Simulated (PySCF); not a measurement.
**H₇NSi, SMILES `[H][H].[SiH3]N`: what the electrons do**

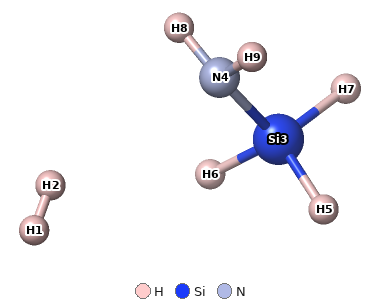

The molecule, with its atoms numbered as below.

Coordinates in Å:

```
H1      -3.4540   -1.6164    0.2302
H2      -3.0680   -1.0739   -0.1751
Si3      0.7007   -0.2646    0.0006
N4      -0.6740    0.7770    0.0070
H5       0.8056   -0.7531    1.3729
H6       0.3766   -1.3125   -0.9642
H7       1.9703    0.3717   -0.3872
H8      -0.9804    1.1762   -0.8657
H9      -0.7429    1.4734    0.7321
```

## 1. Bonding charge

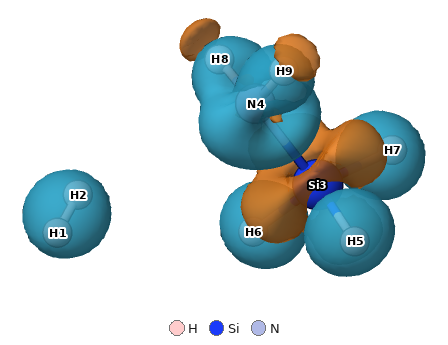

Deformation density (molecule less spherical, spin-averaged free atoms at the same positions), surfaces at ±0.07 e/Å³; light blue: gain, orange: loss.

Method: B3LYP/def2-TZVP; geometry: an unrelaxed start of a pair search; program: PySCF.

> Describe the bonding that the map shows.

N4–H8: +0.81 e/Å³ at the bond critical point (bond length 1.01 Å, Mayer order 0.9). N4–H9: +0.81 e/Å³ at the bond critical point (bond length 1.01 Å, Mayer order 0.9). H1–H2: +0.76 e/Å³ at the bond critical point (bond length 0.78 Å, Mayer order 1.0). Si3–H6: +0.23 e/Å³ at the bond critical point (bond length 1.46 Å, Mayer order 1.0). Si3–H5: +0.23 e/Å³ at the bond critical point (bond length 1.46 Å, Mayer order 1.0). Si3–H7: +0.23 e/Å³ at the bond critical point (bond length 1.47 Å, Mayer order 0.9). Si3–N4: +0.14 e/Å³ at the bond critical point (bond length 1.73 Å, Mayer order 1.1). In all, 2.0 electrons gather in the regions of gain relative to the promolecule. A small or negative value marks a very polar bond, one between electron-rich atoms, whose free-atom densities already overlap strongly, a long bond to a heavier atom, or a closed-shell contact such as a hydrogen bond.

## 2. Bond critical points

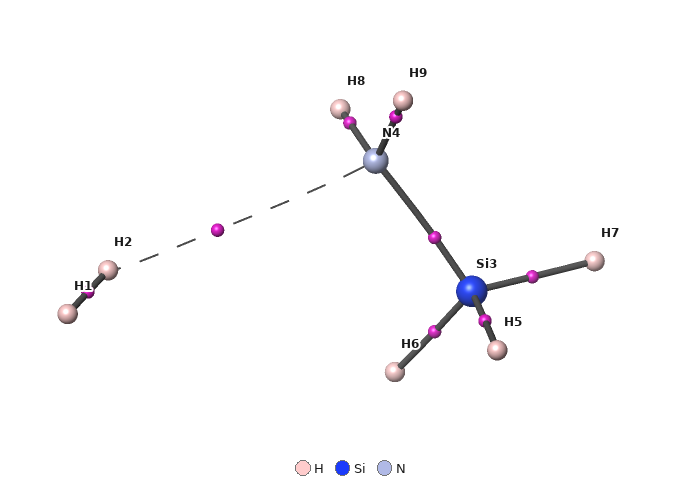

Molecular graph of the electron density (QTAIM): bond paths, bond critical points (magenta), ring points (cyan, if any); weak paths are dashed.

> How many critical points of each kind are there, and does the count close?

9 nuclei, 8 bond, 0 ring and 0 cage critical points: 9 − 8 + 0 − 0 = 1, as the Poincaré–Hopf relation requires.

> What does the calculation give at each kind of bond critical point?

```
  bond  length (Å)  ρ (a.u.)  ∇²ρ (a.u.)     ε  H (a.u.)
 N4–H8       1.007     0.338       −1.62  0.04    −0.467
 N4–H9       1.008     0.338       −1.62  0.04    −0.467
 H1–H2       0.779     0.242       −0.93  0.00    −0.233
Si3–N4       1.725     0.132       +0.55  0.13    −0.061
Si3–H6       1.461     0.127       +0.18  0.03    −0.080
Si3–H5       1.460     0.126       +0.18  0.03    −0.080
Si3–H7       1.472     0.124       +0.17  0.03    −0.078
 H2–N4       3.032     0.004       +0.01  0.05     0.000
```

> What kind of interaction is Si3–H6?

Polar or intermediate (positive Laplacian, negative energy density H): ρ = 0.127, ∇²ρ = +0.18, H = −0.080 a.u.

> Are there bond paths between atoms that aren't covalently bonded?

Yes: H2–N4 (3.03 Å, ρ = 0.004).

## 3. Electrostatic potential

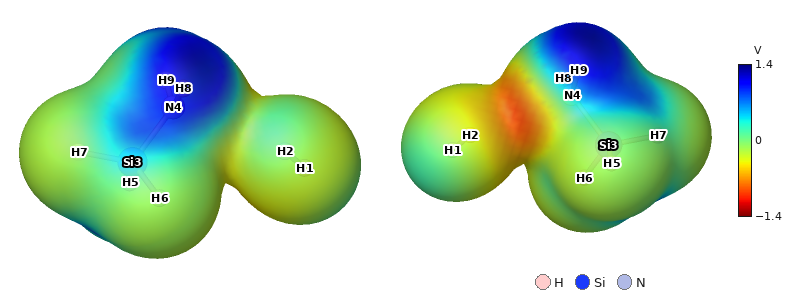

Electrostatic potential on the surface of electron density 0.001 a.u. (back view left, front view right).

> Where are the extremes of the potential on the surface?

Highest: 1.34 V, 1.3 Å from H8. Further maxima include 0.81 V, near H5 (1.98 Å), Si3 (2.03 Å), H7 (2.13 Å) and H6 (2.17 Å); 0.20 V, 1.4 Å from H1. Lowest: −0.98 V, near H2 (1.96 Å) and N4 (2.07 Å). Further minima include −0.20 V, 1.5 Å from H7. The surface is sampled at points, so like sites can differ by a few per cent and only the strongest of them is named.

> What volume does the surface enclose, and what is the dipole moment?

About 98 Å³; the dipole moment is 1.3 D.
